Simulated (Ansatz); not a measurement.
Consider BBrHO (charge −1).

Input file:

```
crystal:
  periodic: [false, false, false]
  atoms:
    - {symbol: O, position_ang: [1.176157, -0.280701, -0.825394]}
    - {symbol: B, position_ang: [0.227384, -0.245758, -0.021681]}
    - {symbol: Br, position_ang: [-1.193699, 1.467867, -0.014215]}
    - {symbol: H, position_ang: [-0.209843, -0.941408, 0.861291]}
basis:
  gaussian: {orbitals: "def2-TZVPPD.json"}
total_charge: -1
hamiltonian: {xc: pbe0, dispersion: d4}
output: {orbitals: {seedname: orbitals}}
```

Run with:

```sh
ansatz run in.yaml --threads 2 --pin off --events-out ev --progress --plain --max-ram 4352MiB
```

Geometry: PBE0-D4/def2-TZVPD.

The calculation used RKS PBE0-D4/def2-TZVPPD (Ansatz).

Question: What can the converged electron density and electron localisation function tell about the bonding?

Answer: B–O (1.24 Å): ρ is about 2.8 e/Å³ halfway; the ELF peaks at about 0.85 between the atoms; a polar covalent bond.
B–Br (2.23 Å): the density is about 0.63 e/Å³ at the midpoint, with its minimum of 0.48 e/Å³ about 0.8 Å from B; the ELF peaks at about 0.80 between the atoms, as expected for a shared but strongly polarised pair.
B–H (1.21 Å): the density is about 1.2 e/Å³ at the midpoint; the ELF climbs to about 1 towards the hydrogen, as it does in any bond to H; a covalent bond by its length.

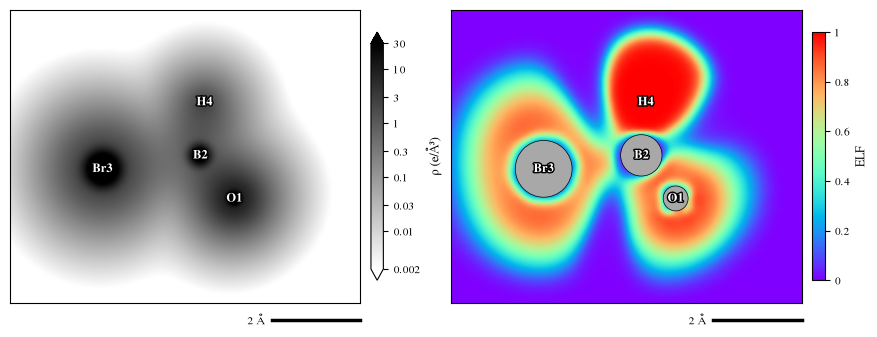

Computed electron density and electron localisation function on the molecular plane, in this order. Grey discs cover the atomic cores in the ELF map. 
